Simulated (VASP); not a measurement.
Band structure of CaO (rock salt). Method: vdW-DF2, VASP's PBE PAW potentials (set 64) (plane waves; VASP).

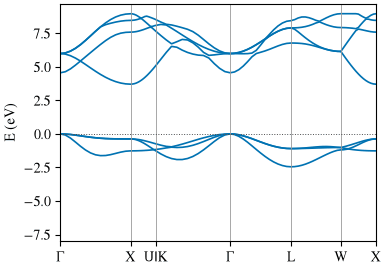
Fig. 1. Bands along high-symmetry lines, zero at the valence-band maximum or, without a gap, the Fermi level

Question: Read the plot: is there a gap, and where are the band edges?

Answer: The gap is indirect, 3.71 eV, from the valence maximum at Γ to the conduction minimum at X. (Edges off the drawn lines would not show.)

The compound is CaO in the rock salt structure. It was relaxed first.
